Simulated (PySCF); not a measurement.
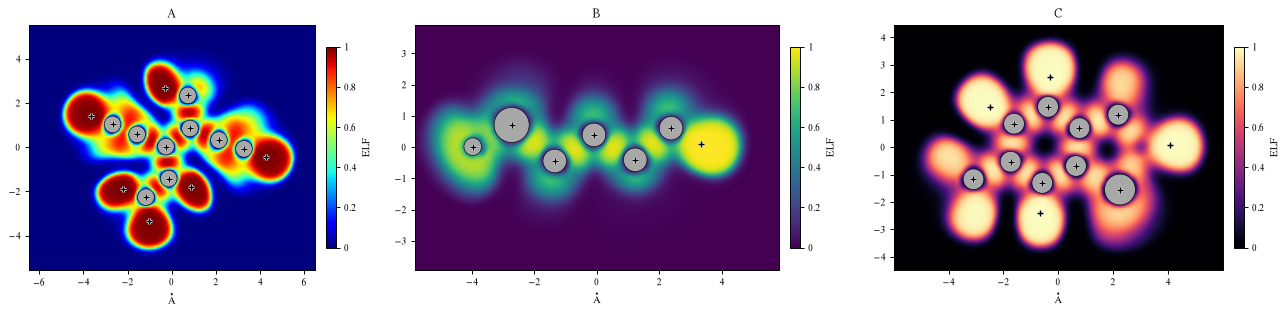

The electron localisation function of 3 systems, each on a plane through atoms (crosses mark nuclei in the plane; grey discs cover the cores).

Level of theory: PySCF, PBE0/pcSseg-1, SCF density, gas phase, non-relativistic.

System 1: C₉H₁₀OS, the plane of atoms C4, C5 and C6. Geometry: GFN2-xTB.

```yaml
atoms:
  - { symbol: C, position_ang: [3.3507, 0.0261, -0.3394] }
  - { symbol: C, position_ang: [1.8955, -0.0449, 0.0090] }
  - { symbol: C, position_ang: [1.4845, -0.6071, 1.2132] }
  - { symbol: C, position_ang: [0.1440, -0.7054, 1.5468] }
  - { symbol: C, position_ang: [-0.8146, -0.2303, 0.6682] }
  - { symbol: C, position_ang: [-0.4031, 0.3349, -0.5293] }
  - { symbol: C, position_ang: [0.9289, 0.4314, -0.8713] }
  - { symbol: S, position_ang: [-1.7937, 0.8371, -1.5922] }
  - { symbol: O, position_ang: [-2.1119, -0.3413, -2.4036] }
  - { symbol: C, position_ang: [-2.8785, 0.7791, -0.0800] }
  - { symbol: C, position_ang: [-2.3015, -0.2796, 0.8480] }
  - { symbol: H, position_ang: [3.5389, 0.8150, -1.0630] }
  - { symbol: H, position_ang: [3.9529, 0.2073, 0.5481] }
  - { symbol: H, position_ang: [3.6743, -0.9183, -0.7776] }
  - { symbol: H, position_ang: [2.2301, -0.9776, 1.9020] }
  - { symbol: H, position_ang: [-0.1533, -1.1480, 2.4862] }
  - { symbol: H, position_ang: [1.2168, 0.8700, -1.8152] }
  - { symbol: H, position_ang: [-2.8151, 1.7735, 0.3599] }
  - { symbol: H, position_ang: [-3.8993, 0.5757, -0.3930] }
  - { symbol: H, position_ang: [-2.6608, -1.2700, 0.5514] }
  - { symbol: H, position_ang: [-2.5938, -0.1108, 1.8861] }
```

System 2: C₉H₈ (SMILES C#C/C(C)=C(/C#C)C=C), the plane of atoms C5, C8 and C9. Geometry: GFN2-xTB.

```xyz
17

C    -0.0174    3.1693   -0.3471
C    -0.2841    1.9966   -0.3355
C    -0.6492    0.6353   -0.3482
C    -2.0092    0.3432   -0.9052
C     0.1931   -0.3247    0.1177
C    -0.1957   -1.6864    0.0938
C    -0.5132   -2.8450    0.0784
C     1.5074   -0.0068    0.6530
C     2.3650   -0.9076    1.1214
H     0.2326    4.1880   -0.3492
H    -2.2132   -0.7243   -0.8813
H    -2.0763    0.6984   -1.9338
H    -2.7711    0.8670   -0.3272
H    -0.7946   -3.8556    0.0633
H     1.7605    1.0455    0.6506
H     3.3280   -0.6213    1.5079
H     2.1304   -1.9594    1.1315
```

System 3: C₆H₁₃ClO₂S, the plane of atoms C2, C1 and H11. Geometry: GFN2-xTB.

```xyz
23

C    -1.6277    1.4249   -0.6182
C    -0.9652    0.1487   -0.0924
C    -1.4936   -0.1551    1.3107
C    -1.2951   -1.0104   -1.0346
C     0.5573    0.3990   -0.0512
C     1.3891   -0.7600    0.4379
S     3.1092   -0.2433    0.3149
O     3.9854   -1.2790    0.7590
O     3.3676    0.3805   -0.9414
Cl    3.1928    1.2251    1.7294
H    -2.7068    1.3013   -0.6661
H    -1.2670    1.6592   -1.6169
H    -1.4090    2.2686    0.0317
H    -1.2008    0.6246    2.0096
H    -1.1173   -1.1075    1.6748
H    -2.5794   -0.2085    1.2970
H    -0.8641   -0.8393   -2.0181
H    -0.9192   -1.9543   -0.6477
H    -2.3726   -1.1019   -1.1480
H     0.9039    0.6556   -1.0542
H     0.7511    1.2584    0.5942
H     1.3234   -1.6408   -0.1935
H     1.2332   -1.0188    1.4792
```

Which map belongs to which system?

Answer. Panel A is system 2, C₉H₈: the plane holds C and H. C–C (1.20 Å): the ELF peaks at about 0.85 between the atoms; a short, multiple covalent bond. Panel B is system 3, C₆H₁₃ClO₂S: the plane holds C, S, O and H. S–O (1.43 Å): the ELF peaks at about 0.80 between the atoms (a short, strongly polar bond). Panel C is system 1, C₉H₁₀OS: the plane holds C, S and H. C–C (1.38 Å): the ELF peaks at about 0.95 between the atoms (localised, covalent bonding).
